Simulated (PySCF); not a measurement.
C2H6ClFSi2: core-level calculation

- system: C2H6ClFSi2
- method: delta-SCF UKS PBE0, pcX-2 on the ionised atom, pcseg-1 elsewhere, spin-free X2C (PySCF 2.14.0)

Figures and captions count atoms from 1; the log counts them from 0 in places.

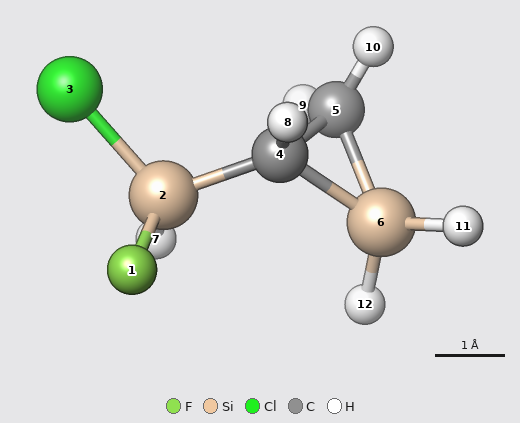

**Figure 1.** The structure (ball-and-stick view, seen at a tilt; atoms are numbered from 1 in the order of the input). Bond lengths as drawn: Cl–Si 2.06 Å, C–C 1.55 Å, C–H 1.09 to 1.10 Å, C–Si 1.83 to 1.87 Å, F–Si 1.62 Å and H–Si 1.48 Å.

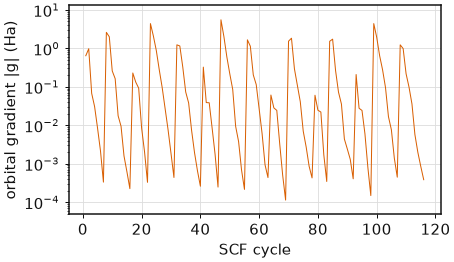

**Figure 2.** Convergence of the self-consistent field: orbital gradient |g| against the SCF cycle. All cycles printed in the log are drawn one after another.

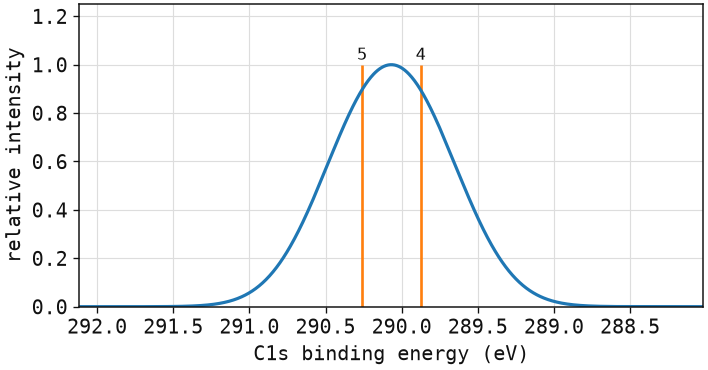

**Figure 3.** C1s binding energies by ΔSCF of the atoms computed, labelled by atom number, with a Gaussian envelope of 0.8 eV full width. They run from 289.88 eV (atom 4) to 290.26 eV (atom 5).

The input and output of the run follow.

**Input file**
```
{"job": {"kind": "xps", "xc": "PBE0"}, "charge": 0, "multiplicity": 1}
F     -1.428094    -2.257295    -0.953679
Si    -1.349302    -0.651216    -0.756289
Cl    -3.245860    -0.036155    -0.231239
C     -0.131821    -0.227441     0.543375
C      0.460795     1.201649     0.585127
Si     1.687303    -0.107056     0.119888
H     -1.006801    -0.039741    -2.064667
H     -0.357002    -0.672954     1.521349
H      0.118927     1.903415    -0.185661
H      0.514917     1.669541     1.573557
H      2.662559    -0.591111     1.124760
H      2.091508    -0.242118    -1.300619
```

The first line tells a small driver script what to run in PySCF; the rest is the geometry in Å.

Launched with:
```bash
OMP_NUM_THREADS=1 python <driver script> task.json out
```

**What the program printed**
```
ground state, core basis on atom 0 (F), 157 functions
  cycle   1  E = -1220.72449726  |g| = 6.41e-01
  cycle   2  E = -1220.64040322  |g| = 9.74e-01
  cycle   3  E = -1220.80551529  |g| = 6.75e-02
  cycle   4  E = -1220.80634933  |g| = 3.04e-02
  cycle   5  E = -1220.80656096  |g| = 8.40e-03
  cycle   6  E = -1220.80658253  |g| = 2.15e-03
  cycle   7  E = -1220.80658233  |g| = 3.31e-04
  E(ground) = -1220.80669910 Eh
hole in F 1s of atom 0
  cycle   1  E = -1194.48784077  |g| = 2.60e+00
  cycle   2  E = -1194.60817692  |g| = 1.99e+00
  cycle   3  E = -1195.37386981  |g| = 2.58e-01
[... 6 cycles left out ...]
  E(ion) = -1195.39847602 Eh   <S^2> = 0.7551   hole on atom = 1.000   binding energy = 691.393 eV
ground state, core basis on atom 1 (Si), 168 functions
[... 6 cycles left out ...]
  E(ground) = -1220.83360691 Eh
hole in Si 1s of atom 1
[... 9 cycles left out ...]
  E(ion) = -1152.98347211 Eh   <S^2> = 0.7518   hole on atom = 1.000   binding energy = 1846.296 eV
hole in Si 2p of atom 1
[... 9 cycles left out ...]
  E(ion) = -1216.85803398 Eh   <S^2> = 0.7527   hole on atom = 1.003   binding energy = 108.181 eV
  2p3/2 = 108.031 eV   2p1/2 = 108.654 eV
ground state, core basis on atom 2 (Cl), 168 functions
[... 6 cycles left out ...]
  E(ground) = -1220.93980784 Eh
hole in Cl 1s of atom 2
[... 9 cycles left out ...]
  E(ion) = -1117.10721081 Eh   <S^2> = 0.7512   hole on atom = 1.000   binding energy = 2825.429 eV
hole in Cl 2p of atom 2
[... 8 cycles left out ...]
  E(ion) = -1213.37152608 Eh   <S^2> = 0.7524   hole on atom = 1.001   binding energy = 205.943 eV
  2p3/2 = 205.308 eV   2p1/2 = 206.953 eV
ground state, core basis on atom 3 (C), 157 functions
[... 6 cycles left out ...]
  E(ground) = -1220.75723279 Eh
hole in C 1s of atom 3
[... 9 cycles left out ...]
  E(ion) = -1210.10450852 Eh   <S^2> = 0.7655   hole on atom = 1.000   binding energy = 289.875 eV
ground state, core basis on atom 4 (C), 157 functions
[... 5 cycles left out ...]
  E(ground) = -1220.75591790 Eh
hole in C 1s of atom 4
[... 9 cycles left out ...]
  E(ion) = -1210.08903270 Eh   <S^2> = 0.7655   hole on atom = 1.000   binding energy = 290.261 eV
ground state, core basis on atom 5 (Si), 168 functions
[... 6 cycles left out ...]
  E(ground) = -1220.82213355 Eh
hole in Si 1s of atom 5
[... 8 cycles left out ...]
  cycle   9  E = -1153.03360956  |g| = 4.45e-04
  E(ion) = -1153.03364934 Eh   <S^2> = 0.7523   hole on atom = 1.000   binding energy = 1844.619 eV
hole in Si 2p of atom 5
  cycle   1  E = -1216.55617624  |g| = 1.23e+00
  cycle   2  E = -1216.53887958  |g| = 9.85e-01
  cycle   3  E = -1216.86016046  |g| = 2.18e-01
  cycle   4  E = -1216.88622959  |g| = 9.78e-02
  cycle   5  E = -1216.89100630  |g| = 3.57e-02
  cycle   6  E = -1216.89168030  |g| = 5.73e-03
  cycle   7  E = -1216.89169268  |g| = 1.98e-03
  cycle   8  E = -1216.89169699  |g| = 8.49e-04
  cycle   9  E = -1216.89169799  |g| = 3.83e-04
  E(ion) = -1216.89173578 Eh   <S^2> = 0.7547   hole on atom = 1.002   binding energy = 106.952 eV
  2p3/2 = 106.728 eV   2p1/2 = 107.344 eV
```

**Key numbers**

- outcome: converged
- hardware: 1 CPU thread, shared host
- wall time: 87 s
- peak memory: 0.73 GiB
